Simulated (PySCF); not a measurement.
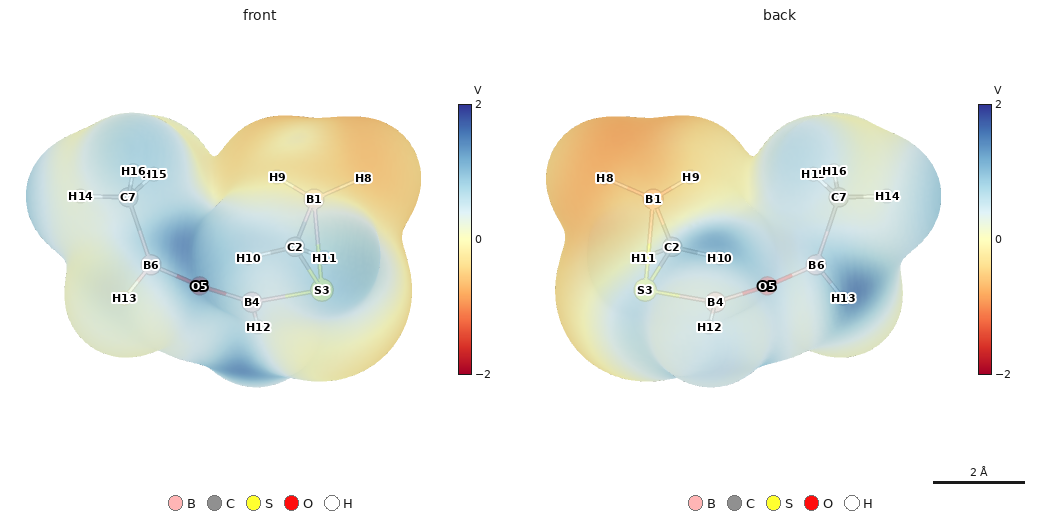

Figure 1: C2H9B3OS. The molecular electrostatic potential painted on the density surface at 0.002 e/bohr³, seen from the front and from behind; the colour scale runs from red (negative) to blue (positive).

Geometry: GFN2-xTB.

All numbers below come from PySCF, PBE0/def2-SVPD, SCF density, gas phase.

```yaml
atoms:
  - { symbol: B, position_ang: [1.9313, 0.8960, 0.3330] }
  - { symbol: C, position_ang: [1.7932, -0.5069, 1.0057] }
  - { symbol: S, position_ang: [1.9692, -0.8049, -0.8018] }
  - { symbol: B, position_ang: [0.2183, -0.8309, -1.3947] }
  - { symbol: O, position_ang: [-0.7613, -0.7624, -0.5614] }
  - { symbol: B, position_ang: [-1.6310, -0.6432, 0.4144] }
  - { symbol: C, position_ang: [-2.1552, 0.7827, 0.8729] }
  - { symbol: H, position_ang: [2.9870, 1.4037, 0.2844] }
  - { symbol: H, position_ang: [0.9678, 1.5284, 0.1016] }
  - { symbol: H, position_ang: [0.8495, -0.8976, 1.3713] }
  - { symbol: H, position_ang: [2.6336, -0.9729, 1.5062] }
  - { symbol: H, position_ang: [0.0720, -0.9531, -2.5518] }
  - { symbol: H, position_ang: [-2.0209, -1.6333, 0.9271] }
  - { symbol: H, position_ang: [-3.2414, 0.8126, 0.9141] }
  - { symbol: H, position_ang: [-1.8162, 1.5856, 0.2235] }
  - { symbol: H, position_ang: [-1.8036, 1.0051, 1.8791] }
```

Q: Describe the electrostatic potential map.

A: The most negative region (about −0.8 V, or −18 kcal/mol for a unit charge) lies over H9, the most positive (about +1.5 V, or +35 kcal/mol for a unit charge) over B6.

Q: What dipole moment does the calculation give?

A: Its dipole moment is 2.01 D.
